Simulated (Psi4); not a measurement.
# C2HN (SMILES C#C[N]): a chain of runs

Aim: a geometry optimisation (UPBE0/6-311G**), then the harmonic vibrations, then the excited states (TD-PBE0/6-311G**) of C2HN. 

The results are computed with Psi4 1.11.

### Step 1. Starting point

The species is C2HN (4 atoms), meant as a triplet with charge 0. SMILES: `C#C[N]`. The coordinates come from a GFN2-xTB relaxation. The run starts from this shape.

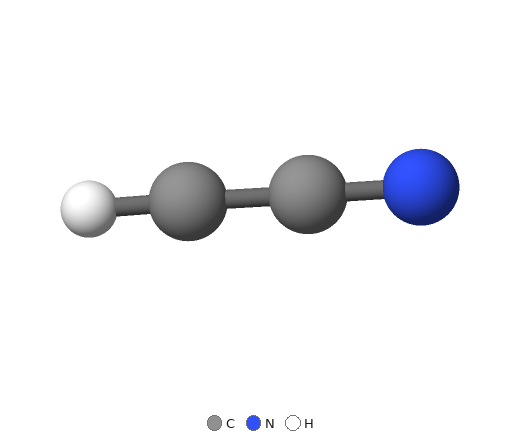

The structure, seen from a chosen angle (carbon grey, nitrogen blue, hydrogen white).

### Step 2. A structure relaxation at UPBE0/6-311G(d,p) (density fitting) (run 1)

c2hn.xyz

```xyz
4
C2HN
C     -0.395460     0.475640    -0.264250
C      0.356060    -0.419630     0.235850
N      1.073050    -1.260060     0.699440
H     -1.033650     1.204050    -0.671050
```

c2hn.py

```python
import psi4

psi4.set_memory(1600000000)
psi4.set_num_threads(1)
psi4.core.set_output_file('output.dat', False)

with open('c2hn.xyz') as f:
    atoms = ''.join(f.readlines()[2:])
mol = psi4.geometry('0 3\n' + atoms + '')

psi4.set_options({
    'reference': 'uks',
    'geom_maxiter': 60,
})

e = psi4.optimize("pbe0/6-311G**")
print(f'total energy {e:.8f} hartree = {e * 27.211386:.5f} eV')
mol.save_xyz_file('final.xyz', False)
```

Command:

```sh
$ python c2hn.py
```

output.dat:

```text
[...]
  Running in c1 symmetry.
[...]
  Nuclear repulsion =   47.978613917410698
[...]
  Multiplicity = 3
[...]
  Nalpha       = 11
  Nbeta        = 9
[...]
    Number of basis functions: 60
[...]
   @DF-UKS iter   1:  -131.18701400015047   -5.51198e-01   7.40468e-03 ADIIS/DIIS
[...]
   @DF-UKS iter   9:  -131.29435474362174   -5.11591e-12   8.00588e-09 DIIS
[...]
   @S^2 Observed:                2.070995401E+00
[...]
  @DF-UKS Final Energy:  -131.29435474362174
   => Energetics <=
    Nuclear Repulsion Energy =             47.5404396485130647
    One-Electron Energy =                -270.3149571116954348
    Two-Electron Energy =                 105.0286771395360432
    DFT Exchange-Correlation Energy =     -13.5485144199754100
    Empirical Dispersion Energy =           0.0000000000000000
    VV10 Nonlocal Energy =                  0.0000000000000000
    Total Energy =                       -131.2943547436217386
[...]
  -Total Gradient:
     Atom            X                  Y                   Z
    ------   -----------------  -----------------  -----------------
       1       -0.000147363978    -0.000035204962     0.000005672065
       2        0.000083534617     0.000030523537     0.000042973454
       3       -0.000021747713     0.000002496426    -0.000036842910
       4        0.000083089382     0.000005121250    -0.000013397158
[...]
    Final optimized geometry and variables:
    Molecular point group: c1
    Full point group: C1
    Geometry (in Angstrom), charge = 0, multiplicity = 3:
    C           -0.748348275266     0.889397415222    -0.495233660203
    C            0.014009952617    -0.018186546228     0.010532380082
    N            0.729986753866    -0.863652019924     0.480489130414
    H           -1.399051045334     1.626525109740    -0.904829172615
[...]
```

The script printed:

```text
Some dependencies such as QCElemental have not yet finished migration to pydantic v2. If issues are encountered please downgrade pydantic or upgrade QCElemental as appropriate
Optimizer: Optimization complete!
total energy -131.29435474 hartree = -3572.70137 eV
```

Run time: 22 s. Hardware: 1 thread of Intel Xeon Platinum 8259CL at 2.50GHz (Skylake/Cascade Lake), shared host; peak memory 0.38 GiB.

The path in brief:

```csv
step,energy from the first frame kept (eV),largest force (eV/Å)
0,0.0000,0.7556
1,-0.0159,0.1784
2,-0.0160,0.0854
3,-0.0161,0.0078
```

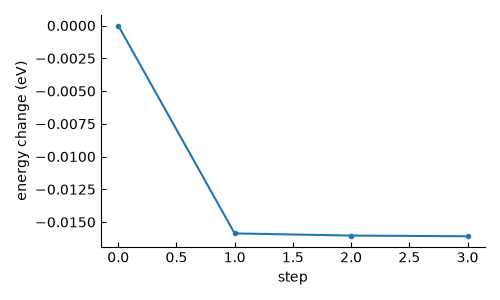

Energy along the run.

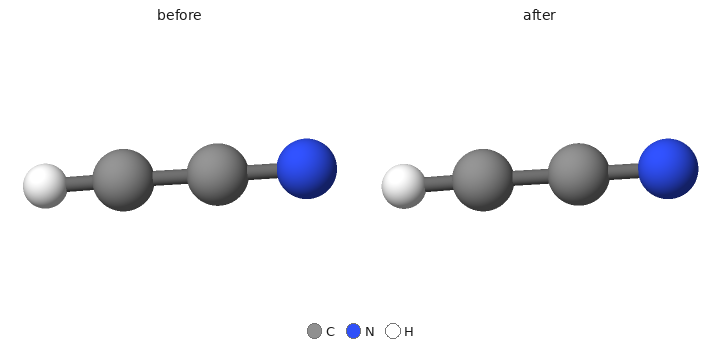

Before and after, at one scale.

After the run. Bond lengths: C1–C2 1.289 Å, C2–N3 1.203 Å, C1–H4 1.065 Å. Angles: C1–C2–N3 179.8°, C2–C1–H4 178.6°.

### Step 3. The harmonic vibrations at UPBE0/6-311G(d,p) (density fitting) (run 2)

job.inp

```
memory 1600 mb

molecule {
  0 3
  C      0.000000     0.000000    -0.678933
  C      0.000000     0.000000     0.609711
  N      0.000000     0.000000     1.813155
  H      0.000000     0.000000    -1.743933
  symmetry c1
}

set {
  basis                      6-311G**
  reference                  uks
  t                          400.0
  rotational_symmetry_number 1
}

result, w = frequency('pbe0', return_wfn=True)
```

Command:

```sh
$ psi4 -n 1 job.inp job.out
```

job.out:

```text
[...]
  Running in c1 symmetry.
[...]
  Nuclear repulsion =   47.541524287554310
[...]
  Multiplicity = 3
[...]
  Nalpha       = 11
  Nbeta        = 9
[...]
    Number of basis functions: 60
[...]
   @DF-UKS iter   1:  -131.18797800463713   -5.77550e-01   7.36212e-03 ADIIS/DIIS
[...]
   @DF-UKS iter  12:  -131.29434885990094   -1.81331e-11   8.41386e-09 DIIS
[...]
   @S^2 Observed:                2.071069599E+00
[...]
  @DF-UKS Final Energy:  -131.29434885990094
   => Energetics <=
    Nuclear Repulsion Energy =             47.5286929426123024
    One-Electron Energy =                -270.2935751293812245
    Two-Electron Energy =                 105.0182810281799419
    DFT Exchange-Correlation Energy =     -13.5477477013119643
    Empirical Dispersion Energy =           0.0000000000000000
    VV10 Nonlocal Energy =                  0.0000000000000000
    Total Energy =                       -131.2943488599009356
[...]
  -Total Gradient:
     Atom            X                  Y                   Z
    ------   -----------------  -----------------  -----------------
       1        0.000000000000    -0.000000000000     0.001779149714
       2        0.000000000000     0.000000000000    -0.000128503479
       3        0.000000000000    -0.000000000000     0.000179368793
       4        0.000000000000     0.000000000000    -0.001834222987
[...]
  ==> Harmonic Vibrational Analysis <==
[...]
  Freq [cm^-1]                234.4664i           234.4664i            454.9146
[...]
  IR activ [km/mol]            48.3573             48.3573              0.4147
[...]
  Freq [cm^-1]                 454.9146           1276.6859           1743.9958
[...]
  IR activ [km/mol]             0.4147              5.9330             42.2904
[...]
  Freq [cm^-1]                3457.7058
[...]
  IR activ [km/mol]            70.2933
[...]
```

Standard output:

```text
Warning: thermodynamics relations excluded imaginary frequencies: ['234.4664i' '234.4664i']
Warning: used thermodynamics relations inappropriate for low-frequency modes: ['454.9146' '454.9146']
```

Run time: 1.8 min. Hardware: 1 thread of Intel Xeon Platinum 8259CL at 2.50GHz (Skylake/Cascade Lake), shared host; peak memory 0.37 GiB.

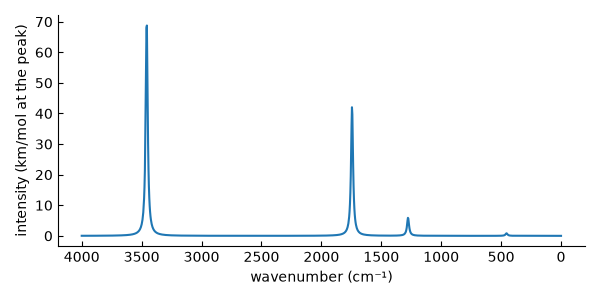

Harmonic infrared spectrum, unscaled, lines broadened by 10 cm⁻¹.

### Step 4. The excited states at TD-PBE0/6-311G(d,p) (density fitting, save jk yes) (run 3)

c2hn.inp

```
memory 1600 mb

molecule {
  0 3
  C     -0.401997     0.485430    -0.270240
  C      0.360361    -0.422154     0.235526
  N      1.076338    -1.267619     0.705483
  H     -1.052700     1.222558    -0.679835
  units angstrom
  symmetry c1
}

set {
  basis 6-311G**
  reference uks
  save_jk true
}

from psi4.driver.procrouting.response.scf_response import tdscf_excitations
E, wfn = energy("pbe0", return_wfn=True)
states = tdscf_excitations(wfn, states=4, tda=False)
```

Command:

```sh
$ psi4 c2hn.inp c2hn.out -n 1
```

c2hn.out:

```text
[...]
  Running in c1 symmetry.
[...]
  Nuclear repulsion =   47.540443302297810
[...]
  Multiplicity = 3
[...]
  Nalpha       = 11
  Nbeta        = 9
[...]
    Number of basis functions: 60
[...]
   @DF-UKS iter   1:  -131.18796900212357   -5.77596e-01   7.36230e-03 ADIIS/DIIS
[...]
   @DF-UKS iter  10:  -131.29435474277938   -4.04690e-08   4.36939e-07 DIIS
[...]
   @S^2 Observed:                2.070993821E+00
[...]
  @DF-UKS Final Energy:  -131.29435474277938
   => Energetics <=
    Nuclear Repulsion Energy =             47.5404433022978097
    One-Electron Energy =                -270.3149529327675396
    Two-Electron Energy =                 105.0286664257734657
    DFT Exchange-Correlation Energy =     -13.5485115380831118
    Empirical Dispersion Energy =           0.0000000000000000
    VV10 Nonlocal Energy =                  0.0000000000000000
    Total Energy =                       -131.2943547427793760
[...]
 Multipole Moments:
 ------------------------------------------------------------------------------------
     Multipole            Electronic (a.u.)      Nuclear  (a.u.)        Total (a.u.)
 ------------------------------------------------------------------------------------
 L = 1.  Multiply by 2.5417464519 to convert [e a0] to [Debye]
 Dipole X            :          0.5451171           -1.3136880           -0.7685709
 Dipole Y            :         -0.6318139            1.5273263            0.8955124
 Dipole Z            :          0.3517411           -0.8496449           -0.4979038
 Magnitude           :                                                    1.2808403
[...]
                                    Excitation Energy         Total Energy        Oscillator Strength             Rotatory Strength
[...]
Excited State    1 (1 A):   0.16339 au   278.86 nm f = 0.0000
[...]
```

Wall time 21 s (1 thread of Intel Xeon Platinum 8259CL at 2.50GHz (Skylake/Cascade Lake), shared host); peak memory 0.34 GiB.

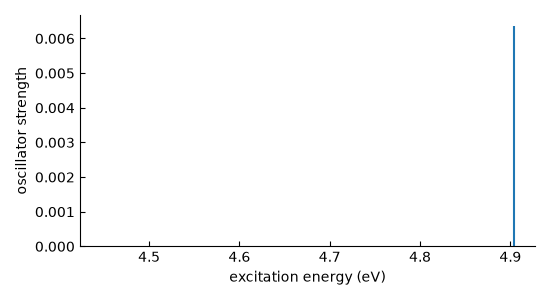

Vertical excitations as sticks.

The roots found:

```csv
excited state,energy (eV),strength,label
1,4.446,0.0000,A 1
2,4.446,0.0000,A 1
3,4.775,0.0000,A 1
4,4.904,0.0064,A 1
```

### Step 5. Outcome

| quantity | value |
| --- | --- |
| run 1, UPBE0/6-311G**: total energy at the end | -131.29435 Eh |
| run 1, UPBE0/6-311G**: dipole moment | 3.26 D |
| run 1, UPBE0/6-311G**: HOMO energy (highest over α and β) | -7.99 eV |
| run 1, UPBE0/6-311G**: LUMO energy (lowest over α and β) | -3.24 eV |
| run 1, UPBE0/6-311G**: ⟨S²⟩ | 2.071 |
| run 2, UPBE0/6-311G**: lowest harmonic wavenumber | 234i cm⁻¹ (imaginary) |
| run 2, UPBE0/6-311G**: highest harmonic wavenumber | 3458 cm⁻¹ |
| run 3, TD-PBE0/6-311G**: ground-state or mean-field energy | -131.29435 Eh |
| run 3, TD-PBE0/6-311G**: dipole moment (PBE0 Kohn–Sham density) | 3.26 D |
| run 3, TD-PBE0/6-311G**: HOMO energy (PBE0 Kohn–Sham orbitals) (highest over α and β) | -7.99 eV |
| run 3, TD-PBE0/6-311G**: LUMO energy (PBE0 Kohn–Sham orbitals) (lowest over α and β) | -3.24 eV |
| run 3, TD-PBE0/6-311G**: ⟨S²⟩ of the reference determinant | 2.071 |
| run 3, TD-PBE0/6-311G**: lowest excitation energy | 4.45 eV |

In words: The optimisation (run 1, UPBE0/6-311G**) took 4 steps and changed the energy by -0.016 eV. 2 modes are imaginary (lowest 234i cm⁻¹): a higher-order saddle point, unless the integration grid spoils the Hessian.
